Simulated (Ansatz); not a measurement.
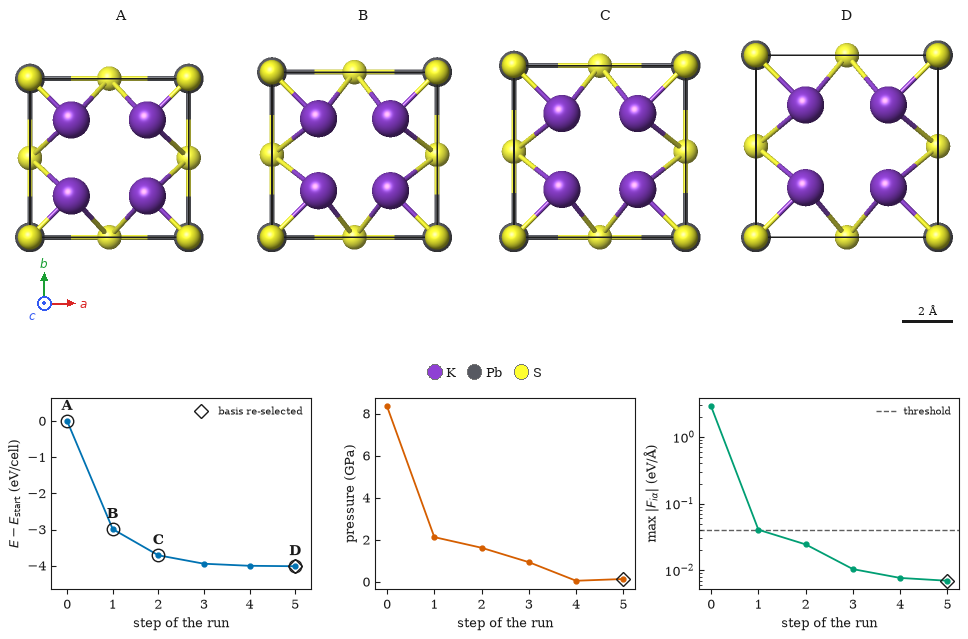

Frames of a relaxation of a crystal of K4PbS3 (a generated structure, set up in P4/mmm) (coarse preliminary run), marked on the history of the run. A ball-and-stick model of the cell of the calculation, seen along the c axis.

All numbers below come from DFT PBE, scalar-relativistic, plane waves, PAW (Ansatz 0.2.0).

Input file:
```yaml
crystal:
  lattice:
    - [6.38264892, 0.0, 0.0]
    - [0.0, 6.38264892, 0.0]
    - [0.0, 0.0, 5.89449555]
  atoms:
    - { symbol: K, position: [0.26041217, 0.26041217, 0.0] }
    - { symbol: K, position: [0.73958783, 0.73958783, 0.0] }
    - { symbol: K, position: [0.73958783, 0.26041217, 0.0] }
    - { symbol: K, position: [0.26041217, 0.73958783, 0.0] }
    - { symbol: Pb, position: [0.0, 0.0, 0.5] }
    - { symbol: S, position: [0.0, 0.5, 0.5] }
    - { symbol: S, position: [0.5, 0.0, 0.5] }
    - { symbol: S, position: [0.0, 0.0, 0.0] }
basis:
  ecutwfc: 420
kpoints:
  mp_grid: { grid: [4, 4, 4] }
hamiltonian:
  xc: pbe
scf:
  occupations: { method: gaussian, width: 0.1 }
  lower_state_search: "off"
output:
  forces: true
  stress: true
  eigenvalues: true
relax:
  adjacent_minimum: "off"
  f_tol: 0.04
  max_steps: 70
  cell: { stress_tol: 0.4 }
```

Command:
```bash
ansatz run input.yaml --threads 1 --pin off --max-ram 2560MiB --backend cpu --events-out ev --progress --plain --runs-dir out
```

Q: What happens along the run?

A: Over 4 accepted moves (5 points after the start) the energy falls by 4.015 eV per cell of the calculation. Largest force component: 2.9 eV/Å at the start, 0.0069 eV/Å at the end. Pressure: 8.34 GPa at the start and 0.13 GPa at the end. At 1 point the geometry stayed and the basis and grid were re-selected for the new cell (energy shift of 12.2 meV per cell of the calculation at most each time). The largest moves relative to the cell, 0.13 Å, are those of K1, K2, K3 and K4. K1 goes along [1 1 0]. S and Pb stay in place. The drawn cell changes as follows: a = b 6.383 → 7.320 Å (+14.7 %), c 5.894 → 5.276 Å (−10.5 %); the volume changes by +17.7 %. Among the contacts that change: K1–K3 3.324 → 3.993 Å, K1–S8 2.351 → 2.823 Å, Pb5–S6 3.191 → 3.660 Å, Pb5–S8 2.947 → 2.638 Å. Bond angles that change, for instance: S6–K3–S6 105.1° → 90.9°, S6–K3–S7 74.9° → 88.7°, S6–K3–S7 177.1° → 172.7°. The space group stays P4/mmm (No. 123). Cost: 57 s on 1 thread of Intel(R) Xeon(R) Platinum 8488C (Sapphire Rapids) (shared host), peak memory 0.59 GiB. From step 0 to 1: K atoms move most (0.20 Å), volume +4.0 %, energy −2.989 eV per cell of the calculation. From step 1 to 2: K atoms move most (0.03 Å), volume +2.7 %, energy −0.723 eV per cell of the calculation. From step 2 to 5: K atoms move most (0.07 Å), volume +10.2 %, energy −0.303 eV per cell of the calculation.

| step | E − E(0), meV/atom | largest force component, eV/Å | pressure, GPa | volume, Å³/atom | note |
| --- | --- | --- | --- | --- | --- |
| 0 | 0.00 | 2.8721 | 8.34 | 30.016 |  |
| 1 | -373.69 | 0.0405 | 2.13 | 31.217 |  |
| 2 | -464.11 | 0.0244 | 1.62 | 32.056 |  |
| 3 | -493.27 | 0.0104 | 0.93 | 33.390 |  |
| 4 | -500.40 | 0.0077 | 0.05 | 35.341 |  |
| 5 | -501.93 | 0.0069 | 0.13 | 35.341 | same geometry, new basis |
